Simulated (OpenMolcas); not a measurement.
**Pr³⁺ complex: multiconfigurational calculation**

Pr³⁺ with 6 ligands (F; octahedron, 2.257 Å), embedded in Cs2NaYF6 by model potentials and point charges, whose field is part of the energies. Computed at this level: state-averaged CASSCF, active space 2 electrons in the shell 4f, basis ANO-RCC-VDZP on the metal and ANO-RCC-VDZP on the ligands, DKH2 scalar Hamiltonian, spin-orbit coupling by RASSI with atomic mean-field integrals (OpenMolcas).

**The program's output (extracts)**
```
--- SEWARD ---
Basis set label: PR.ANO-RCC...7S6P4D2F1G.

      Electronic valence basis set:
      ------------------
      Associated Effective Charge  59.000000 au
      Associated Actual Charge     59.000000 au
      Nuclear Model: Point charge

      Shell  nPrim  nBasis  Cartesian Spherical Contaminant
         s      25       7        X
         p      22       6        X
         d      15       4                 X
         f      11       2                 X
         g       4       1                 X
                  Relativistic Douglas-Kroll-Hess integrals:
                    - DKH order of Hamiltonian: 2
                    - DKH order of Properties : 0
                  Atomic mean-field integrals
--- RASSCF ---
Wave function specifications:
      -----------------------------

      Number of closed shell electrons         114
      Number of electrons in active shells       2
      Max number of holes in RAS1 space          0
      Max nr of electrons in RAS3 space          0
      Number of inactive orbitals               57
      Number of active orbitals                  7
      Number of secondary orbitals             112
      Spin quantum number                      1.0
      State symmetry                             1
Orbital specifications:
      -----------------------

      Symmetry species                           1   2
                                                ag  au
      Frozen orbitals                            0   0
      Inactive orbitals                         30  27
      Active orbitals                            0   7
      RAS1 orbitals                              0   0
      RAS2 orbitals                              0   7
      RAS3 orbitals                              0   0
      Secondary orbitals                        60  52
      Deleted orbitals                           0   0
      Number of basis functions                 90  86
      Number of CSFs                            21
      Number of root(s) required                21
      Iter CI   SX   CI       RASSCF       Energy    max ROT     max BLB   max BLB  Level Ln srch  Step   QN
          iter iter root      energy       change     param      element    value   shift minimum  type update
 Nr of preliminary CI iterations:   1
      Total energies have been shifted. Add                -9000.00 au
        1   1   10    0  -827.57359358    0.00E+00  -6.73E-02   26  68 2 -3.21E-01*  0.60   0.00    SX    NO
        2   1    9    0  -828.34097471   -7.67E-01*  3.85E-02   30  33 1  1.26E-01*  0.66   0.00    SX    NO
        3   1    9    0  -828.39862807   -5.77E-02*  1.76E-02   30  33 1  5.90E-02*  0.70   0.00    SX    NO
        4   1    9    0  -828.40985143   -1.12E-02* -9.30E-03   30  33 1  3.14E-02*  0.71   0.00    SX    NO
        5   1    8    0  -828.41265046   -2.80E-03*  9.32E-03   30  33 1  1.63E-02*  0.72   2.05    LS   YES
        6   1    8    0  -828.41365282   -1.00E-03* -8.02E-04   12  44 2 -3.62E-03*  0.72   1.05    QN   YES
        7   1    7    0  -828.41372097   -6.81E-05* -3.53E-04   12  44 2 -1.43E-03*  0.72   1.44    LS   YES
        8   1    7    0  -828.41372803   -7.06E-06* -3.74E-04   14  48 2 -1.08E-03*  0.72   1.00    QN   YES
        9   1    6    0  -828.41373440   -6.37E-06* -1.74E-04   12  31 2  4.18E-04*  0.72   1.18    QN   YES
       10   1    6    0  -828.41373521   -8.16E-07* -1.22E-04   12  31 2  1.92E-04*  0.72   1.43    QN   YES
       11   1    6    0  -828.41373541   -2.00E-07* -2.64E-05   12  44 2  4.58E-05   0.72   1.18    QN   YES
       12   1    5    0  -828.41373544   -2.23E-08*  9.59E-06   10  42 2  1.39E-05   0.72   1.13    QN   YES
       13   1    4    0  -828.41373544   -2.17E-09   2.16E-06   20  34 1  4.29E-06   0.72   1.24    QN   YES
      Convergence after 13 iterations
       14   1    4    0  -828.41373544   -1.49E-10   2.16E-06   20  34 1  1.83E-06   0.72   1.24    QN   YES
      Natural orbitals and occupation numbers for root  1
      sym 2:  -0.000000   0.335547   0.624665   0.039787   0.039787   0.624665   0.335547
      Natural orbitals and occupation numbers for root  2
      sym 2:   0.039214   0.336774   0.624012   0.624012   0.336774   0.039214  -0.000000
      Natural orbitals and occupation numbers for root  3
      sym 2:   0.047606   0.632801   0.632801   0.000000   0.319593   0.319593   0.047606
::    RASSCF root number  1 Total energy:  -9828.44427042
::    RASSCF root number  2 Total energy:  -9828.44427042
::    RASSCF root number  3 Total energy:  -9828.44427042
::    RASSCF root number  4 Total energy:  -9828.44055427
::    RASSCF root number  5 Total energy:  -9828.44055427
::    RASSCF root number  6 Total energy:  -9828.44055427
::    RASSCF root number  7 Total energy:  -9828.43900714
::    RASSCF root number  8 Total energy:  -9828.43900714
::    RASSCF root number  9 Total energy:  -9828.43875170
::    RASSCF root number 10 Total energy:  -9828.43875170
::    RASSCF root number 11 Total energy:  -9828.43875170
::    RASSCF root number 12 Total energy:  -9828.41476330
::    RASSCF root number 13 Total energy:  -9828.41476330
::    RASSCF root number 14 Total energy:  -9828.41476330
::    RASSCF root number 15 Total energy:  -9828.41278253
::    RASSCF root number 16 Total energy:  -9828.41278253
::    RASSCF root number 17 Total energy:  -9828.41278253
::    RASSCF root number 18 Total energy:  -9828.41115641
::    RASSCF root number 19 Total energy:  -9828.31530228
::    RASSCF root number 20 Total energy:  -9828.31530228
::    RASSCF root number 21 Total energy:  -9828.31530228
--- RASSCF ---
Wave function specifications:
      -----------------------------

      Number of closed shell electrons         114
      Number of electrons in active shells       2
      Max number of holes in RAS1 space          0
      Max nr of electrons in RAS3 space          0
      Number of inactive orbitals               57
      Number of active orbitals                  7
      Number of secondary orbitals             112
      Spin quantum number                      0.0
      State symmetry                             1
Orbital specifications:
      -----------------------

      Symmetry species                           1   2
                                                ag  au
      Frozen orbitals                            0   0
      Inactive orbitals                         30  27
      Active orbitals                            0   7
      RAS1 orbitals                              0   0
      RAS2 orbitals                              0   7
      RAS3 orbitals                              0   0
      Secondary orbitals                        60  52
      Deleted orbitals                           0   0
      Number of basis functions                 90  86
      Number of CSFs                            28
      Number of root(s) required                28
      Iter CI   SX   CI       RASSCF       Energy    max ROT     max BLB   max BLB  Level Ln srch  Step   QN
          iter iter root      energy       change     param      element    value   shift minimum  type update
 Nr of preliminary CI iterations:   1
        1   1    0    0 -9828.35072994    0.00E+00   0.00E+00   31  38 2 -3.56E-03*  0.00   0.00    SX    NO
      Natural orbitals and occupation numbers for root  1
      sym 2:   0.000000   0.131055   1.030371   0.602601   0.119990   0.083093   0.032890
      Natural orbitals and occupation numbers for root  2
      sym 2:   0.000000   0.079280   1.047474   0.132979   0.034123   0.568359   0.137785
      Natural orbitals and occupation numbers for root  3
      sym 2:   0.243232   0.512134   0.244634   0.000000   0.243232   0.512134   0.244634
::    RASSCF root number  1 Total energy:  -9828.41245751
::    RASSCF root number  2 Total energy:  -9828.41245751
::    RASSCF root number  3 Total energy:  -9828.41165421
::    RASSCF root number  4 Total energy:  -9828.41165421
::    RASSCF root number  5 Total energy:  -9828.41165421
::    RASSCF root number  6 Total energy:  -9828.41088298
::    RASSCF root number  7 Total energy:  -9828.40733746
::    RASSCF root number  8 Total energy:  -9828.40733746
::    RASSCF root number  9 Total energy:  -9828.40733746
::    RASSCF root number 10 Total energy:  -9828.34878656
::    RASSCF root number 11 Total energy:  -9828.34878656
::    RASSCF root number 12 Total energy:  -9828.34878656
::    RASSCF root number 13 Total energy:  -9828.34301751
::    RASSCF root number 14 Total energy:  -9828.34301751
::    RASSCF root number 15 Total energy:  -9828.32978790
::    RASSCF root number 16 Total energy:  -9828.32892713
::    RASSCF root number 17 Total energy:  -9828.32892713
::    RASSCF root number 18 Total energy:  -9828.32892713
::    RASSCF root number 19 Total energy:  -9828.32783570
::    RASSCF root number 20 Total energy:  -9828.32783570
::    RASSCF root number 21 Total energy:  -9828.32783570
::    RASSCF root number 22 Total energy:  -9828.32455882
::    RASSCF root number 23 Total energy:  -9828.32224073
::    RASSCF root number 24 Total energy:  -9828.32224073
::    RASSCF root number 25 Total energy:  -9828.32224073
::    RASSCF root number 26 Total energy:  -9828.32123978
::    RASSCF root number 27 Total energy:  -9828.32123978
::    RASSCF root number 28 Total energy:  -9828.16143306
--- RASSI ---
SPIN-FREE ENERGIES:
  (Shifted by EMIN (a.u.) =      -9828.4442704222)

 SF State       Relative EMIN(au)   Rel lowest level(eV)    D:o, cm**(-1)

     1             0.0000000000        0.0000000000              0.0000
     2             0.0000000000        0.0000000000              0.0000
     3             0.0000000000        0.0000000000              0.0000
     4             0.0037161521        0.1011216509            815.6011
     5             0.0037161521        0.1011216509            815.6011
     6             0.0037161521        0.1011216509            815.6011
     7             0.0052632845        0.1432212684           1155.1574
     8             0.0052632845        0.1432212684           1155.1574
     9             0.0055187258        0.1501721797           1211.2203
    10             0.0055187258        0.1501721797           1211.2203
    11             0.0055187258        0.1501721797           1211.2203
    12             0.0295071177        0.8029295774           6476.0638
    13             0.0295071177        0.8029295774           6476.0638
    14             0.0295071177        0.8029295774           6476.0638
    15             0.0314878874        0.8568290655           6910.7925
    16             0.0314878874        0.8568290655           6910.7925
    17             0.0314878874        0.8568290655           6910.7925
    22             0.0318128951        0.8656729765           6982.1234
    23             0.0318128951        0.8656729765           6982.1234
    24             0.0326161929        0.8875318219           7158.4269
    25             0.0326161929        0.8875318219           7158.4269
    26             0.0326161929        0.8875318219           7158.4269
    18             0.0331140114        0.9010781543           7267.6854
    27             0.0333874209        0.9085180057           7327.6919
    28             0.0369329401        1.0049964986           8105.8434
    29             0.0369329401        1.0049964986           8105.8434
    30             0.0369329401        1.0049964986           8105.8434
    31             0.0954838416        2.5982476942          20956.2809
    32             0.0954838416        2.5982476942          20956.2809
    33             0.0954838416        2.5982476942          20956.2809
    34             0.1012528897        2.7552314893          22222.4406
    35             0.1012528897        2.7552314893          22222.4406
    36             0.1144825010        3.1152275535          25126.0047
    37             0.1153432724        3.1386503373          25314.9222
    38             0.1153432724        3.1386503373          25314.9222
    39             0.1153432724        3.1386503373          25314.9222
    40             0.1164346998        3.1683495875          25554.4628
    41             0.1164346998        3.1683495875          25554.4628
    42             0.1164346998        3.1683495875          25554.4628
    43             0.1197115789        3.2575180109          26273.6546
Eigenvalues of complex Hamiltonian:
   -----------------------------------
  (Shifted by EMIN (a.u.) =      -9828.4442704222)

 SO State       Relative EMIN(au)   Rel lowest level(eV)    D:o, cm**(-1)

     1            -0.0118722803        0.0000000000              0.0000
     2            -0.0099210700        0.0530951380            428.2412
     3            -0.0099210700        0.0530951379            428.2412
     4            -0.0099210700        0.0530951375            428.2412
     5            -0.0082748889        0.0978900080            789.5362
     6            -0.0082748889        0.0978900081            789.5362
     7            -0.0065186768        0.1456789731           1174.9802
     8            -0.0065186768        0.1456789730           1174.9802
     9            -0.0065186768        0.1456789730           1174.9802
    10             0.0002355410        0.3294706029           2657.3596
    11             0.0002355410        0.3294706029           2657.3596
    12             0.0002355410        0.3294706036           2657.3596
    13             0.0008614251        0.3465017775           2794.7253
    14             0.0008614251        0.3465017778           2794.7253
    15             0.0008614251        0.3465017775           2794.7253
    16             0.0023027827        0.3857231148           3111.0667
    17             0.0023027827        0.3857231142           3111.0667
    18             0.0033800858        0.4150380261           3347.5074
    19             0.0033800858        0.4150380260           3347.5074
    20             0.0033800858        0.4150380261           3347.5074
    21             0.0101936061        0.6004433581           4842.9023
    22             0.0101936060        0.6004433575           4842.9023
    23             0.0106043425        0.6116200647           4933.0485
    24             0.0106043425        0.6116200648           4933.0485
    25             0.0106043424        0.6116200641           4933.0485
    26             0.0125206547        0.6637655771           5353.6304
    27             0.0134712684        0.6896330951           5562.2660
    28             0.0134712685        0.6896330952           5562.2660
    29             0.0134712684        0.6896330950           5562.2660
    30             0.0138923983        0.7010926222           5654.6933
    31             0.0138923983        0.7010926222           5654.6933
    32             0.0138923983        0.7010926223           5654.6933
    33             0.0140885132        0.7064291792           5697.7356
    34             0.0220323601        0.9225922663           7441.2085
    35             0.0220323601        0.9225922665           7441.2085
    36             0.0227770317        0.9428558136           7604.6450
    37             0.0227770317        0.9428558134           7604.6450
    38             0.0227770317        0.9428558135           7604.6450
    39             0.0277828025        1.0790697762           8703.2847
    40             0.0277828025        1.0790697764           8703.2847
    41             0.0277828025        1.0790697763           8703.2847
Weights of the five most important spin-orbit-free states for each spin-orbit state.

 SO State  Total energy (au)           Spin-free states, spin, and weights
 -------------------------------------------------------------------------------------------------------
    1        -0.011872       1 1.0  0.3259    2 1.0  0.3259    3 1.0  0.3259   27 0.0  0.0216   13 1.0  0.0002
    2        -0.009921       2 1.0  0.2941    3 1.0  0.2936    6 1.0  0.1295    4 1.0  0.1139    8 1.0  0.0557
    3        -0.009921       1 1.0  0.2941    3 1.0  0.2931    6 1.0  0.1465    5 1.0  0.1141    8 1.0  0.0787
    4        -0.009921       1 1.0  0.2936    2 1.0  0.2931    4 1.0  0.1467    5 1.0  0.1293    7 1.0  0.0887
    5        -0.008275       6 1.0  0.3468    5 1.0  0.1797   11 1.0  0.1132   10 1.0  0.1064    2 1.0  0.0928
    6        -0.008275       4 1.0  0.3318    5 1.0  0.2097    9 1.0  0.1444    3 1.0  0.1039   10 1.0  0.0440
    7        -0.006519       8 1.0  0.3720   10 1.0  0.2649   11 1.0  0.2509    1 1.0  0.0243    2 1.0  0.0242
    8        -0.006519       7 1.0  0.2930   10 1.0  0.2653    9 1.0  0.2602    8 1.0  0.0980    3 1.0  0.0244
    9        -0.006519      11 1.0  0.2745    7 1.0  0.2745    9 1.0  0.2556    8 1.0  0.1165    3 1.0  0.0241
   10         0.000236       6 1.0  0.2438    5 1.0  0.2120    3 1.0  0.1980    1 1.0  0.1216    2 1.0  0.0784
   11         0.000236       6 1.0  0.2251    4 1.0  0.2059    3 1.0  0.1988    2 1.0  0.1216    1 1.0  0.0777
   12         0.000236       4 1.0  0.2499    5 1.0  0.2190    1 1.0  0.1988    2 1.0  0.1980    7 1.0  0.0889
```

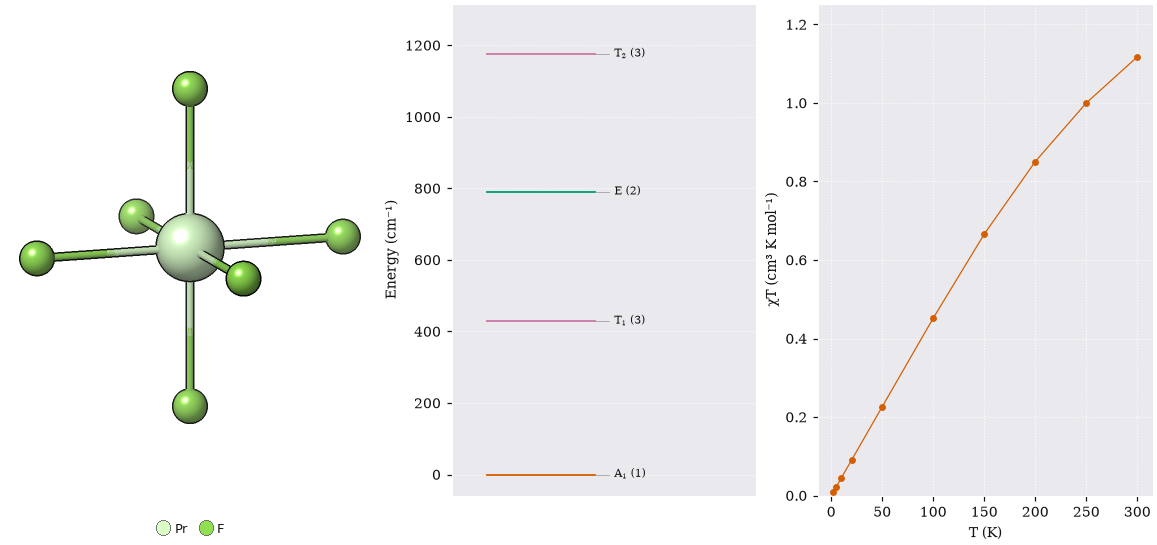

**Figure 1.** Pr³⁺ (4f²) as a dopant in Cs₂NaYF₆, a cluster with its 6 nearest F⁻ at 2.257 Å (octahedron) embedded in model potentials and point charges; the geometry was set, not optimised, and its levels and susceptibility. Labels give the representation in O, Td, D4 or D3 as the site allows (double group for half-integer spin) where it could be assigned and, in brackets, the degeneracy; spin-free states, where drawn, share the zero of the spin-orbit levels. Powder susceptibility by Van Vleck's formula. The ground level is A₁, non-degenerate, 98 % from states of spin multiplicity 3 (of the 28 states of multiplicity 1, 27 enter the spin-orbit step), effective J = 4.01, with |mJ| = 0 the largest share (58 %). The next level lies at 428 cm⁻¹ (T₁). The lowest J multiplet spreads over 1,170 cm⁻¹. χT is 0.00906 cm³ K mol⁻¹ at 2 K and 1.12 at 300 K, an effective moment of 2.99 μB. The active orbitals hold 99 to 100 % metal character (Löwdin), and the Mulliken charge of the metal is +2.37.

**Input**
```
&GATEWAY
Basis set
Pr.ANO-RCC-VDZP.
Pr1 0.0 0.0 0.0 Angstrom
End of basis
Basis set
F.ANO-RCC-VDZP.
L1 2.257000 0.000000 0.000000 Angstrom
L2 0.000000 2.257000 0.000000 Angstrom
L3 0.000000 0.000000 2.257000 Angstrom
End of basis
Basis set
Na.EMB-AIMP.Ruiperez.7s4p.1s1p.ECP.Cs2NaYF6.
PseudoCharge
* 3 symmetry-unique lattice sites within 7.6 angstrom
End of basis
Basis set
Cs.EMB-AIMP.Ruiperez.0s.0s.ECP.Cs2NaYF6.
PseudoCharge
* 16 symmetry-unique lattice sites within 7.6 angstrom
End of basis
Basis set
F.EMB-AIMP.Ruiperez.0s.0s.ECP.Cs2NaYF6.
PseudoCharge
* 27 symmetry-unique lattice sites within 7.6 angstrom
End of basis
Basis set
Y.EMB-AIMP.Ruiperez.0s.0s.ECP.Cs2NaYF6.
PseudoCharge
* 6 symmetry-unique lattice sites within 7.6 angstrom
End of basis
Symmetry
XYZ
AngMom=0.0 0.0 0.0
AMFI
RICD
XField
1537 Angstrom 0
* Evjen-weighted lattice charges
&SEWARD
&RASSCF
FileOrb=start.orb
Symmetry=1
Spin=3
nActEl=2 0 0
Inactive=30 27
Ras2=0 7
CIRoot=21 21 1
SDav=21
CIMx=300
Iter=150 100
PrWF=0.3
OrbListing=Nothing
MaxOrb=0
LevShft=1.0
>>> COPY $Project.JobIph JOB001
&RASSCF
FileOrb=start.orb
Symmetry=1
Spin=1
nActEl=2 0 0
Inactive=30 27
Ras2=0 7
CIRoot=28 28 1
SDav=28
CIMx=300
Iter=150 100
PrWF=0.3
OrbListing=Nothing
MaxOrb=0
CIOnly
LevShft=1.0
>>> COPY $Project.JobIph JOB002
&RASSI
NrOfJobIphs=2 21 27
1 2 3 4 5 6 7 8 9 10 11 12 13 14 15 16 17 18 19 20 21
1 2 3 4 5 6 7 8 9 10 11 12 13 14 15 16 17 18 19 20 21 22 23 24 25 26 27
IphNames
JOB001
JOB002
EJob
SpinOrbit
DIPRint=1.0
SOCoupling=1000.0
Subsets=2
Property=9
'ANGMOM' 1 'ANGMOM' 2 'ANGMOM' 3 'MLTPL  1' 1 'MLTPL  1' 2 'MLTPL  1' 3
'AMFI' 1 'AMFI' 2 'AMFI' 3
SOProperty=3
'ANGMOM' 1 'ANGMOM' 2 'ANGMOM' 3
```

The file start.orb holds starting orbitals from an earlier step. A driver script formed the levels outside the program, from RASSI's spin-orbit matrix and the active-space energies, averaged over the components of each term or state.

Run as:
```bash
OMP_NUM_THREADS=1 MOLCAS_MEM=2457 MOLCAS_PROJECT=a pymolcas a.inp > a.log  # once for each step of the input, in one work folder
```

**Key numbers**

- outcome: converged
- energy of the lowest spin-free term: −9828.44427 hartree
- energy of the lowest spin-orbit level: −9828.45614 hartree
- largest spread among components of a term: 0.0 cm⁻¹
- hardware: 1 thread of Arm Neoverse V2, 24 GiB of memory available, shared host
- wall time: 28 s

**Notes**

Without dynamic correlation the splittings between terms come out too large, often by 20 to 50 %. Caveats: the geometry is set by hand, with no relaxation.
